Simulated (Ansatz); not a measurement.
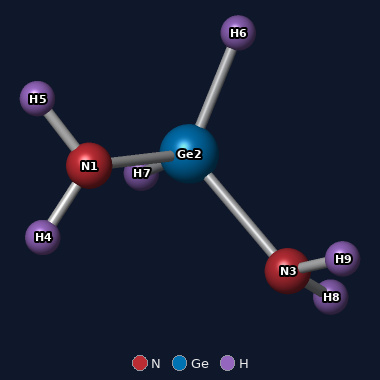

The system is GeH₆N₂, SMILES [NH2][GeH2][NH2]; the picture shows the grid point nearest to the relaxed geometry. Two internal coordinates are moved rigidly from the geometry relaxed at PBE0-D4/def2-TZVP, all others fixed. The first coordinate is: angle Ge2–N1–H4; the second: torsion N1–Ge2–N3–H8. The scan uses a 5 × 8 grid. Points are written as (first, second). Energies are in cm⁻¹, from the lowest grid point. The calculation used Ansatz 0.2.0, RKS PBE-D4/def2-TZVPP.

Its coordinates:

```yaml
atoms:
  - { symbol: N, position_ang: [-1.1058, 0.6395, -0.8460] }
  - { symbol: Ge, position_ang: [0.5209, 0.2729, -0.0868] }
  - { symbol: N, position_ang: [0.1793, -1.1608, 1.0018] }
  - { symbol: H, position_ang: [-1.4687, -0.0967, -1.4353] }
  - { symbol: H, position_ang: [-1.1624, 1.5196, -1.3379] }
  - { symbol: H, position_ang: [0.9480, 1.5881, 0.6059] }
  - { symbol: H, position_ang: [1.6434, -0.2022, -1.0387] }
  - { symbol: H, position_ang: [0.9841, -1.7225, 1.2394] }
  - { symbol: H, position_ang: [-0.3306, -0.9342, 1.8442] }
```

Range: angle Ge2–N1–H4 from 96.5 to 132.5°; torsion N1–Ge2–N3–H8 from −157 to 158°.

**What landscape does the calculation give?**

The lowest grid point is at (114.5°, 158°). A higher local minimum lies near (114.5°, −22°) (480 cm⁻¹ above the lowest at that grid point). The highest grid point, (96.5°, 68°), lies 3171 cm⁻¹ above the lowest. On the interpolated surface the easiest way out of the lowest well to the well at (114.5°, −22°) passes a barrier of about 1400 cm⁻¹. Round the minimum the two coordinates are nearly uncoupled.

```
torsion N1–Ge2–N3–H8 ↓, angle Ge2–N1–H4 →  96.5  105.5  114.5  123.5  132.5
                                      158  1411    336      0    346   1321
                                      113  2287   1212    874   1215   2181
                                       68  3171   2030   1628   1911   2826
                                       23  2628   1521   1151   1464   2408
                                      −22  1773    761    480    873   1884
                                      −67  2236   1238    966   1361   2365
                                     −112  2811   1743   1404   1740   2695
                                     −157  1978    864    490    799   1742
```

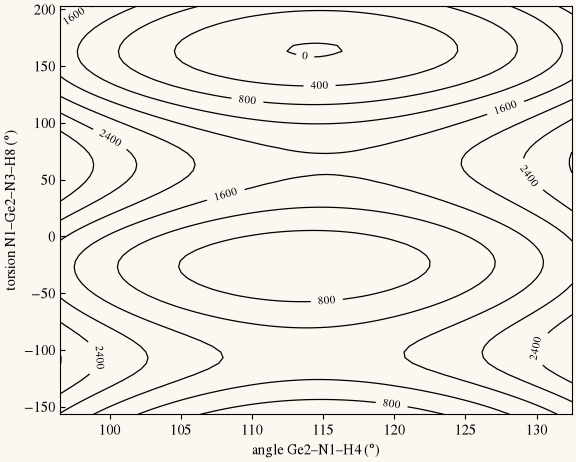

Drawn: contour lines labelled in cm⁻¹. Between grid points the surface is interpolated.
